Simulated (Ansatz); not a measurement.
Run report: CH4, molecular dynamics (part 3 of 3)

Continued. System: CH4 (disordered cell, 40 atoms in the cell). Method: DFT PBE, scalar-relativistic, plane waves, PAW, no spin polarisation (Ansatz 0.2.0); cutoff 420 eV, 1×1×1 k-mesh, Fermi–Dirac smearing of 0.02 eV. It belongs to a series of runs on one base structure; here: dynamics from the start.

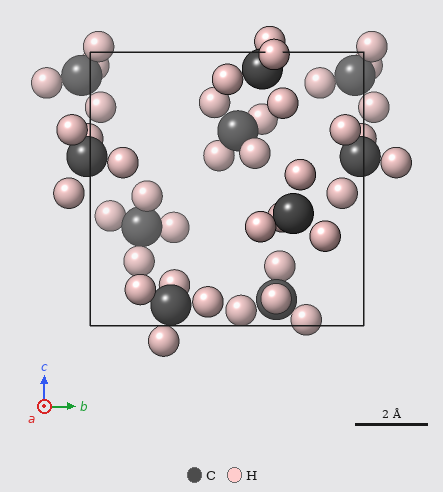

**Figure 1.** The geometry at step 245 of the log (spheres-only view of the cell of the calculation, along the a axis).

Trajectory as extended XYZ, continued:
```
40
Lattice="7.6835 0.0000 0.0000 0.0000 7.6835 0.0000 0.0000 0.0000 7.6835" Properties=species:S:1:pos:R:3:forces:R:3 step=164 time_fs=82.0 energy=-2522.74099 temperature=1027.8
C     0.9473    1.5481    2.6813   -1.3150   1.4396  -2.4121
H     1.0865    2.6318    2.3735    0.0280  -0.8497   0.8004
H     1.2980    1.3255    3.6634    1.0348  -0.2982   0.4138
H     1.3142    1.0199    1.7501   -0.1482  -0.1757   1.4713
H    -0.1568    1.4305    2.7622    0.3862  -0.1045  -0.3161
C     0.7629   -0.1815    6.5523    2.5901   1.3589   1.6665
H     1.3181    0.4154    7.3991   -0.6413  -1.4121  -1.3353
H     0.8353   -1.2703    6.6411   -0.1578   0.5146  -0.0039
H     1.1234    0.2353    5.6345    1.0634  -0.2618  -0.8999
H    -0.1586    0.2890    6.5353   -2.7435   0.1272   0.4716
C     6.5715    4.8193   -0.3477   -2.9934  -2.5609  -3.0043
H     6.3019    4.9969    0.6291    0.2804   0.7619   2.4843
H     5.4594    4.5094   -0.7325    2.5318  -0.2453   0.4568
H     7.3401    4.0401   -0.5521   -0.6561   0.3967   0.2806
H     6.6425    5.6466   -0.9845    0.8124   1.6267  -0.4380
C     4.8377    2.4034    0.9612   -0.7276   1.9271   2.1041
H     4.8991    3.5258    1.2936    0.0158  -1.8465  -1.0987
H     5.7073    1.9592    1.4767   -0.6494  -0.4197   0.0767
H     4.9365    2.2209   -0.0940   -0.0342   0.2994  -0.6174
H     3.7952    2.1343    1.3226    1.3089  -0.4047  -0.2063
C     2.9977    5.4073    0.6319    0.2444   3.2807  -1.2240
H     3.0603    6.3872   -0.1179   -0.0197  -2.2211   2.0224
H     3.5414    5.6160    1.5599    0.3446   0.2546  -0.1012
H     3.5386    4.6230    0.0948   -0.8618  -0.3673   0.1734
H     1.9463    5.3756    0.9723    0.2562  -0.7985  -0.6801
C     7.2214    5.6664    3.5187    0.7763   1.3812  -3.5244
H     7.9463    5.2412    2.7965    0.2782   0.5598   0.2629
H     7.2240    6.7567    3.5068    0.3299   0.1967  -0.3094
H     7.5228    5.3932    4.4468    0.0131  -1.3477   2.8974
H     6.3200    5.3830    3.0394   -1.5394  -0.7234   0.4993
C     2.1682    4.1078    4.9014    1.4281   0.4167   2.0736
H     1.1337    3.9836    4.9100   -2.0110  -0.5634   0.1487
H     2.2760    5.1892    4.7272    0.5694  -0.2622  -0.2560
H     2.5479    3.4472    4.1273    0.5605   0.1214   0.0157
H     2.5324    3.8838    5.9834   -0.2828   0.1157  -1.9039
C     4.4886    0.0298    4.7545    0.1713  -0.3082   0.9712
H     4.9022    0.9304    5.1947    0.2468   0.7091  -0.4491
H     4.4477   -0.5990    5.6711    0.0290  -0.4406  -0.8096
H     5.0873   -0.3572    3.9202    0.0266  -0.0556   0.4522
H     3.4822    0.2103    4.4156   -0.5448   0.1787  -0.1533
40
Lattice="7.6835 0.0000 0.0000 0.0000 7.6835 0.0000 0.0000 0.0000 7.6835" Properties=species:S:1:pos:R:3:forces:R:3 step=191 time_fs=95.5 energy=-2522.41253 temperature=861.7
C     0.8102    1.5631    2.7227    2.4736  -2.2243  -0.3618
H     0.7609    2.6357    2.5178   -0.2708  -0.3246  -0.1747
H     1.5667    1.3488    3.5297   -1.3192   0.5394   0.3550
H     1.4582    0.9572    1.9977   -0.9528   1.2306  -0.2981
H    -0.0954    0.9315    2.7757    0.0894   0.8696   0.3927
C     0.7250   -0.1610    6.7000    2.7781  -1.9886   0.7697
H     1.5085    0.0360    7.5423   -1.3546   0.2012  -1.7805
H     0.7414   -1.2544    6.5574    0.1846  -0.1262   0.5585
H     0.9645    0.0591    5.6693    0.1845   1.3257  -0.1310
H    -0.2571   -0.0048    7.0045   -1.7846   1.0620   0.4665
C     6.4559    4.7773   -0.3609   -1.9298   0.1426  -2.9082
H     6.2211    5.0458    0.6200   -0.9850   0.4521   1.6313
H     5.6851    4.0687   -0.8653    1.3549   1.2933   0.9438
H     7.3858    4.3191   -0.2751    1.8704  -1.1363  -0.2656
H     6.5637    5.7076   -0.9597   -0.1661  -0.6149   0.2475
C     4.7387    2.3845    0.7677   -2.4157   2.5837   1.2068
H     4.8887    3.5517    0.9345    0.1593  -2.7678  -0.2077
H     5.4607    1.7366    1.2356    0.5659  -0.1360  -0.0770
H     4.5067    2.2131   -0.2833    0.5064  -0.2118  -0.2187
H     3.7319    2.2251    1.2766    0.9559  -0.1409  -0.2865
C     3.0732    5.3981    0.6195   -1.3709   1.7993  -2.5801
H     2.7792    6.2591   -0.0887    0.6486  -1.1425   0.9946
H     3.8949    5.6939    1.2064    0.8718   0.1392   1.1124
H     3.2463    4.5619   -0.0120    0.8715  -0.6841  -0.6146
H     2.1591    5.1100    1.0681   -0.9119   0.0369   1.4315
C     7.1241    5.6655    3.4082    1.6533   2.5753  -0.9488
H     7.9001    5.1710    2.7863   -0.8473   0.0922   0.1133
H     7.2181    6.8191    3.3242   -0.2406  -1.8603  -0.0568
H     7.2872    5.4490    4.4110    1.0336  -0.2836   2.0849
H     6.1198    5.3724    3.3835   -1.7220  -0.5972  -1.2995
C     2.0646    4.1409    5.1243    7.7352  -1.1582  -1.0119
H     1.1345    4.4796    5.1505   -4.1520   0.7561   0.2092
H     2.7384    4.9613    4.6778   -0.9248  -0.4413   0.7435
H     2.4237    3.3275    4.4312   -1.4128   0.2883   0.3911
H     2.6066    3.8683    6.0701   -1.0974   0.3624  -0.4473
C     4.4929    0.0281    4.8452   -1.0959  -2.0533  -0.3080
H     4.8814    1.0034    4.8865    0.3988   1.6398   0.8652
H     4.6854   -0.6344    5.7684    0.0204   1.0311  -1.4593
H     4.9704   -0.3122    3.8966   -0.3086  -0.5877   0.6862
H     3.3809    0.0595    4.6589    0.9068   0.0588   0.2320
40
Lattice="7.6835 0.0000 0.0000 0.0000 7.6835 0.0000 0.0000 0.0000 7.6835" Properties=species:S:1:pos:R:3:forces:R:3 step=218 time_fs=109.0 energy=-2522.30593 temperature=908.5
C     0.8156    1.4435    2.7525   -0.3871  -1.0023   0.7440
H     0.3287    2.3896    2.6565   -0.1788   1.0398  -0.3186
H     1.4376    1.4984    3.6779    0.2043  -0.1096  -0.9367
H     1.3195    1.1598    1.7820   -0.4122   0.0614   1.2762
H    -0.0322    0.7693    3.0769    0.8814   0.2838  -0.7658
C     0.6609   -0.2438    6.8738    2.1748   2.8704   3.0049
H     1.5027    0.0328    7.7071   -1.5598  -0.4170  -1.9718
H     0.7520   -1.2808    6.8135   -0.3643  -1.5903  -0.2813
H     0.9392    0.2739    5.9616   -0.1413   0.1100  -0.2637
H    -0.2335    0.1724    7.3724   -0.0689  -0.4939  -0.6226
C     6.4389    4.8047   -0.4191    0.0445   2.2019  -2.9893
H     5.8815    5.0480    0.4421   -0.4525   0.3052   1.1603
H     6.0665    3.8971   -0.8606   -0.4323  -0.2095  -0.5258
H     7.4772    4.6328   -0.2386    0.8529   0.0825   0.4615
H     6.3435    5.7474   -1.1783    0.1319  -2.3596   1.6121
C     4.5381    2.3645    0.6288    2.0140   0.2853   1.6798
H     5.2072    3.2801    0.7633   -1.8322  -0.6262  -0.2078
H     5.3446    1.7011    0.9623   -0.1864  -0.8869   0.4996
H     4.5151    2.0719   -0.4213   -1.0435   0.3334  -0.1481
H     3.6782    2.2668    1.3727    0.8522   0.2315  -1.4598
C     3.0206    5.2927    0.6195   -3.1118  -0.5986  -0.4895
H     2.8494    6.0880   -0.0784   -0.9561   0.9020   0.1494
H     3.8836    5.5240    1.0336    4.8517   0.7883   1.6182
H     3.0975    4.4502   -0.0367    0.0963  -0.9062   0.4512
H     2.4392    5.1757    1.5642   -0.7452   0.0901  -1.1845
C     6.9647    5.6917    3.2871    2.9603   1.6648  -1.2864
H     7.7710    5.0164    2.7334   -1.6822   1.2956   0.9809
H     7.1408    6.8161    2.9253   -0.3307  -2.4085   0.4015
H     7.2660    5.7541    4.3617   -0.8295  -0.4809  -0.6512
H     5.9525    5.4387    2.9866   -0.1816  -0.3863   0.4726
C     2.1121    4.1505    5.2569    3.1717  -1.1749   0.4492
H     1.2748    4.6109    5.5635   -3.3653   1.9956   0.7652
H     2.8377    4.9231    4.9145   -0.4117  -0.6975  -0.4312
H     1.8172    3.3200    4.6138    0.5534   0.1475  -0.2795
H     2.5104    3.8052    6.2390    0.0041  -0.4746  -0.9207
C     4.4970    0.0556    4.8126   -0.3856  -2.9605   0.0715
H     4.7630    1.0790    4.7775    0.5856   1.1888  -0.1688
H     5.0910   -0.5074    5.6239   -0.8767   0.9599  -0.9018
H     4.7621   -0.5116    3.8314   -0.7192   1.1590   1.4249
H     3.3833    0.0101    5.0614    1.2759  -0.2133  -0.4180
40
Lattice="7.6835 0.0000 0.0000 0.0000 7.6835 0.0000 0.0000 0.0000 7.6835" Properties=species:S:1:pos:R:3:forces:R:3 step=245 time_fs=122.5 energy=-2522.83782 temperature=1004.4
C     0.6882    1.4435    2.7879    0.2127   0.2867   1.1585
H     0.0498    2.3440    2.7585    0.0472  -0.2408   0.0269
H     1.4204    1.5917    3.6402   -0.4539  -0.0918  -1.0087
H     1.1960    1.3684    1.8090   -0.1506  -0.2781   0.5235
H     0.0707    0.5612    3.0828    0.4585   0.5892  -0.5822
C     0.5991   -0.2437    7.0339    3.2441   3.9651   2.2285
H     1.3793    0.2294    7.8442   -1.6691  -1.5015  -1.8762
H     0.7085   -1.2277    6.8221    0.3240  -2.9264  -0.0959
H     0.7833    0.2846    6.1390    0.5463   0.8146  -1.3984
H    -0.3357    0.0954    7.3126   -2.3214   0.1725   0.9304
C     6.4359    4.8331   -0.4677   -2.3465   2.4910  -2.9185
H     5.7526    5.0436    0.3020   -1.1478   0.2256   1.0183
H     6.2991    3.8543   -0.7602    0.4305  -2.4578  -0.2887
H     7.3361    5.1621   -0.0615    1.8743   0.1789  -0.0905
H     5.9897    5.4077   -1.4308    1.4376  -0.7011   2.1322
C     4.5366    2.2611    0.5823   -1.3400   0.3612   1.2565
H     4.8853    3.3037    0.6662    0.7801  -0.9422   0.0752
H     5.0834    1.4032    1.0140    0.2814   0.7186  -0.0881
H     4.2650    2.0610   -0.4353   -0.0403  -0.2069  -0.8358
H     3.5760    2.3633    1.1421    0.2654  -0.5396  -0.1913
C     3.0679    5.2318    0.7303   -3.0549  -0.2737   0.8845
H     2.6544    6.0676    0.1617    0.2883  -0.3440  -0.5934
H     4.1163    5.2221    0.7559    1.2276   0.3315   0.6406
H     2.7172    4.2345    0.4249    0.0853   0.4857  -0.6092
H     2.4691    5.3251    1.6710    1.1907   0.1769   0.1989
C     6.9209    5.7051    3.1499   -0.9193  -0.6196   0.2345
H     7.4263    4.7855    2.7805    0.3702   0.7730   0.3010
H     7.0532    6.5999    2.5139    0.2508  -0.5368   0.3070
H     7.0495    5.9020    4.2443    0.3764  -0.0917  -0.9631
H     5.8623    5.4112    3.0534   -0.0672   0.2195   0.0106
C     2.1023    4.1449    5.4769    0.9638  -0.0672  -0.0917
H     1.3324    4.8259    5.8059    0.2891   0.6954   0.7519
H     2.8848    4.6236    4.8471   -0.2578   0.0840   0.6777
H     1.5149    3.6145    4.7792   -0.4899  -1.5209  -0.9815
H     2.5429    3.4901    6.2721   -0.5377   0.5969  -0.7526
C     4.4931   -0.0986    4.7523   -1.3804  -0.5951   0.3998
H     4.8633    0.9141    4.5823   -0.3167   0.3290  -0.1822
H     5.2557   -0.5163    5.5018   -1.1265  -0.1319  -1.3156
H     4.3213   -0.6057    3.7215    0.7650   0.4365   1.8004
H     3.4307   -0.0761    5.2539    1.9109   0.1352  -0.6931
40
Lattice="7.6835 0.0000 0.0000 0.0000 7.6835 0.0000 0.0000 0.0000 7.6835" Properties=species:S:1:pos:R:3:forces:R:3 step=273 time_fs=136.5 energy=-2522.02810 temperature=1015.6
C     0.5844    1.4910    2.8727    0.4846  -0.3610   1.2945
H    -0.1796    2.2609    2.9772   -0.1326  -0.0463   0.0890
H     1.3130    1.5229    3.7142   -0.3200   0.3242  -0.3985
H     1.1086    1.5990    1.9524    0.5187   0.3055  -0.8691
H     0.1944    0.4792    2.9004   -0.4933  -0.1005  -0.0545
C     0.4944   -0.1390    7.0961    2.8887   1.2441   3.2945
H     1.2636    0.1096    7.9463   -1.7706   0.1884  -1.0432
H     0.7817   -1.1021    6.9881    1.2554  -3.3642  -0.9582
H     0.8144    0.3652    6.2503   -0.2108   1.4312  -1.8490
H    -0.4868   -0.3098    7.4006   -1.9721   1.0222   0.4309
C     6.3783    4.8348   -0.5215   -1.7240   2.1567  -1.7536
H     5.6691    5.0907    0.3083    1.0383  -0.4230  -0.5476
H     6.7250    3.8374   -0.5979   -1.0733  -1.8168  -0.5566
H     7.3647    5.1786   -0.3866    0.9805   1.5620   0.6220
H     5.9480    5.3886   -1.5117    1.0002  -1.8465   2.0685
C     4.3629    2.2270    0.5303    3.1057   0.7551   1.3179
H     5.0840    3.1162    0.6494   -2.2919  -0.3705  -0.5038
H     5.0199    1.6313    1.1779   -0.2331  -1.4128  -0.6501
H     4.1752    1.9426   -0.4677    0.9844  -0.6874  -1.5520
H     3.3923    2.1153    0.9080   -1.4735   1.0517   1.4936
C     2.9893    5.1556    0.9650    2.0991  -0.5599  -0.3019
H     2.8091    5.7405    0.0531   -0.4346   0.9859   0.7606
H     4.1114    4.8656    0.6955   -2.2918   0.4311   1.3251
H     2.4119    4.2407    0.7121    0.1438   0.3099   0.9678
H     2.8746    5.6113    2.0437    0.0244  -0.7296  -2.3313
C     6.8189    5.6019    3.1105   -0.9127  -0.7069   2.0677
H     7.4701    4.7630    2.8722   -0.4560  -0.6850   0.0018
H     7.0035    6.2951    2.3394   -0.4611   1.0809  -1.1318
H     7.2674    6.0287    4.0207   -0.1010   0.0565  -0.0242
H     5.7022    5.3904    3.3881    2.0329   0.0834  -1.0086
C     2.0841    4.0579    5.5499    1.0737  -0.9495  -0.2073
H     1.7891    5.0417    5.9614   -0.3086  -0.8922   0.4091
H     2.9601    4.3350    4.9514    0.3089  -0.1970  -0.1007
H     1.3799    3.6599    4.8106   -0.2969   0.1648   0.2590
H     2.4326    3.1800    6.2260   -0.8029   1.7789  -0.5988
C     4.5359   -0.1257    4.7008   -0.5122  -0.1398   1.0222
H     4.8274    0.8496    4.3129    0.2902   0.1293  -0.1318
H     5.4199   -0.6576    5.1718   -1.0803   0.6508  -0.4773
H     4.0922   -0.7097    3.8818    0.2123  -0.0306   0.1145
H     3.7089    0.0796    5.4499    0.9111  -0.3931  -0.4889
40
Lattice="7.6835 0.0000 0.0000 0.0000 7.6835 0.0000 0.0000 0.0000 7.6835" Properties=species:S:1:pos:R:3:forces:R:3 step=300 time_fs=150.0 energy=-2522.41588 temperature=933.9
C     0.5594    1.4974    2.9440   -0.5467   0.1135   0.8485
H    -0.1970    2.1886    3.2969   -0.5303   0.2984  -0.0425
H     1.2845    1.5218    3.7437    0.4308  -0.5809   0.4460
H     1.0497    1.9621    2.1122    0.1059  -0.0965  -0.9825
H     0.0713    0.5189    2.8005    0.5766   0.3027  -0.2258
C     0.3900   -0.1156    7.1680    0.0348   2.6460   2.6638
H     0.8319    0.4359    8.1204   -0.3694  -0.8588  -1.8577
H     0.9956   -1.0054    7.0414   -0.1752  -0.1415  -0.3607
H     0.4219    0.6273    6.3361   -0.0127  -0.7274   0.3422
H    -0.6561   -0.2538    7.5605    0.7641  -0.2908  -0.9015
C     6.4365    4.8510   -0.6054   -2.6855   0.8433  -2.3598
H     5.8250    5.1445    0.2729   -0.3418  -0.2660  -0.7050
H     6.4703    3.7634   -0.6848    0.7051   0.0513   0.2322
H     7.2851    5.4786   -0.4771    1.2303  -0.5405  -0.2245
H     5.9363    5.2075   -1.6862    0.9152  -0.7039   2.9500
C     4.2491    2.1528    0.5382    3.4595   1.9404   0.9114
H     4.5902    3.2847    0.4385    0.3027  -2.4580   0.2767
H     5.0331    1.4793    1.0302   -0.8238   1.1850  -0.0500
H     4.3126    1.8381   -0.4719   -1.3409  -0.5753  -1.1729
H     3.4051    2.3347    1.1625   -1.3259  -0.9485  -0.0887
C     2.8990    5.0834    1.0664    1.6453  -0.5848   3.4042
H     2.7324    5.8869    0.3398    0.4226  -0.7250  -0.4224
H     3.8923    4.4524    1.1854   -1.6909   1.8221  -1.2343
H     2.1185    4.2843    1.1728    0.1517   1.0706  -0.2049
H     3.0255    5.6716    2.0628   -0.8675  -0.8308  -1.1171
C     6.8238    5.4752    3.1937   -2.8449  -0.6640  -0.3669
H     7.2568    4.4976    2.9889    0.1764  -0.0483   0.2212
H     6.5451    5.9224    2.2318    0.3122   0.1643   0.0434
H     7.4269    6.1330    3.7629    0.8726   0.5414   0.5945
H     5.8004    5.3726    3.7265    1.6402  -0.2078  -0.6314
C     2.0880    3.8593    5.4909   -2.4641  -1.6608   1.9120
H     1.8888    4.6498    6.1942   -0.0647   1.2552  -0.3473
H     2.9855    3.9640    4.9393    0.7103   0.1021  -0.8239
H     1.1108    3.5694    4.9878    1.3739   0.5938   0.0044
H     2.1795    3.0994    6.3071    0.4624  -0.3118  -0.8505
C     4.6655   -0.0540    4.5837    1.8239   0.8654   3.9215
H     4.6764    0.8702    4.0788    0.4256   1.4022  -0.5270
H     5.6449   -0.5110    4.7927    0.1475   0.6740  -0.3661
H     4.1884   -0.7203    4.0058   -2.3306  -2.5912  -1.8939
H     4.2554    0.0566    5.6257   -0.2748  -0.0593  -1.0148
```
